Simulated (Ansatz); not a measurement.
System: CH$_{4}$BO (doublet).

The calculation's input:

```
crystal:
  periodic: [false, false, false]
  atoms:
    - {symbol: B, position_ang: [0.293365, -1.606339, 0.706820]}
    - {symbol: C, position_ang: [0.960496, -0.399693, 0.825963]}
    - {symbol: O, position_ang: [-1.206801, 0.561732, -1.426727]}
    - {symbol: H, position_ang: [-0.721320, 0.297334, -0.633426]}
    - {symbol: H, position_ang: [-2.034117, 0.925839, -1.105572]}
    - {symbol: H, position_ang: [0.898452, 0.195163, 1.732578]}
    - {symbol: H, position_ang: [1.615632, -0.031117, 0.041295]}
basis:
  gaussian: {orbitals: def2-TZVPP}
magnetization: {spin_polarized: true, initial_magnetization: 1}
hamiltonian: {xc: pbe0, dispersion: d4}
output: {orbitals: {seedname: orbitals}}
```

Command:

```sh
ansatz run in.yaml --threads 2 --pin off --events-out ev --progress --plain --max-ram 4352MiB
```

Geometry: PBE0-D4/def2-TZVP; at this geometry the atoms fall into two loosely joined parts.

Method: UKS PBE0-D4/def2-TZVPP (Ansatz 0.2.0).

What will maps of the electron density, electron localisation function and spin density show?

C–B (1.38 Å): ρ at the midpoint is about 1.9 e/Å³; the ELF peaks at about 0.90 between the atoms (a covalent bond).
C–H (1.09 Å): ρ at the midpoint is about 2 e/Å³; the ELF climbs to about 1 towards the hydrogen, as it does in any bond to H (a covalent bond by its length).
The unpaired spin (1 electron) lies mostly on B1 (about 1.0), in electrons by Hirshfeld's partition.

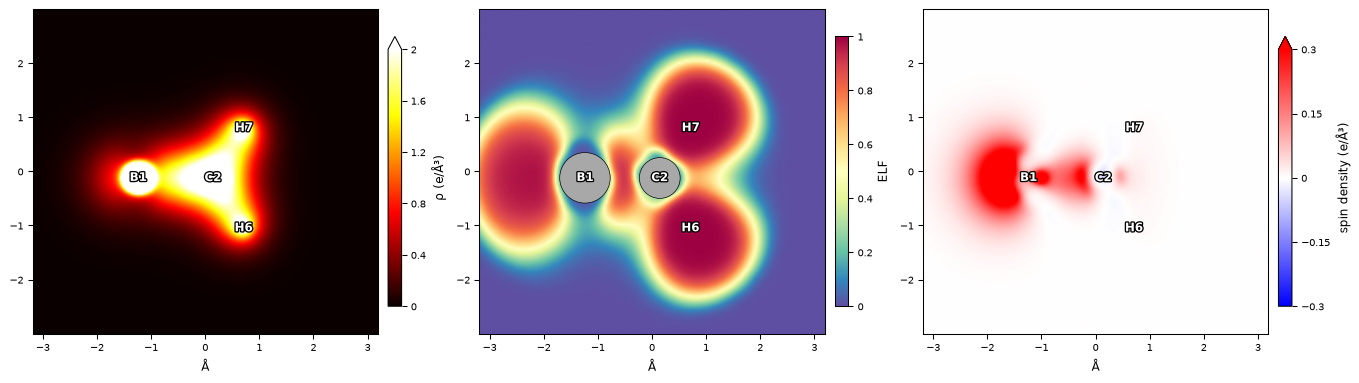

Computed electron density, electron localisation function and spin density on the plane of atoms H6, C2 and H7, in this order. Grey discs cover the atomic cores in the ELF map. 
